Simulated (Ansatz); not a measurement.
# Pd (fcc, Cu type), energy over volume and axial ratio

Pd (fcc, Cu type), conventional cell a = 3.943 Å, b = 3.943 Å, c = 3.943 Å, α = 90.00°, β = 90.00°, γ = 90.00°. The calculation uses the primitive cell of 1 atom, to which meshes and values per cell refer.

Two coordinates are scanned: the volume, and the ratio of the stretch along z (the conventional c axis) to the stretch across it. Atoms keep their fractional coordinates.

Computed with PBE (plane waves to 420 eV, PAW, scalar-relativistic; Ansatz, a first-principles code). k mesh 20×20×20 (Γ-centred), Fermi-Dirac smearing 0.05 eV. E stands for the smeared free energy. Stress and pressure are positive under compression. With partly filled bands, the response to shear is sensitive to the k mesh, so small differences along c/a are uncertain. Pd is run without spin polarisation. Pd was relaxed with its symmetry unable to fall. The PAW data are Ansatz's earlier set. ΔE is measured from the relaxed starting cell.

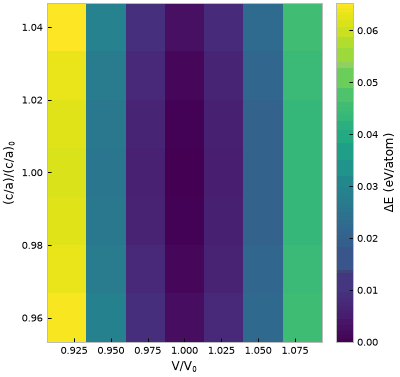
Figure: ΔE (eV/atom) over the 7×7 grid of computed points.

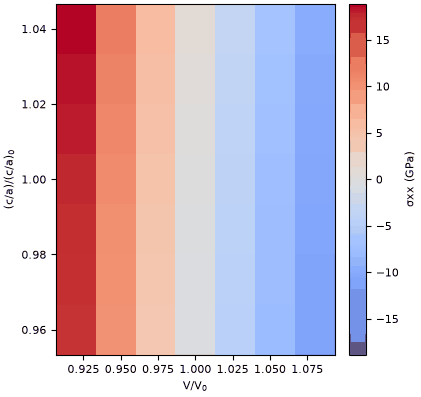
Fig. 1. σxx (GPa) over the 7×7 grid of computed points.

The shear modulus C′ = (C11 − C12)/2 (fit, atoms clamped) comes out as 24 GPa. Highest place on the grid: V/V₀ = 0.920, (c/a)/(c/a)₀ = 1.040 (65 meV/atom). Lowest place on the grid: V/V₀ = 1.000, (c/a)/(c/a)₀ = 1.000 (0 meV/atom).

Near the relaxed cell σzz − σxx = −2Cδ (compression positive), C being this modulus and δ the logarithm of the ratio.

(A scan under strain: stresses follow from slopes of the energy per volume, elastic moduli from its curvatures.)
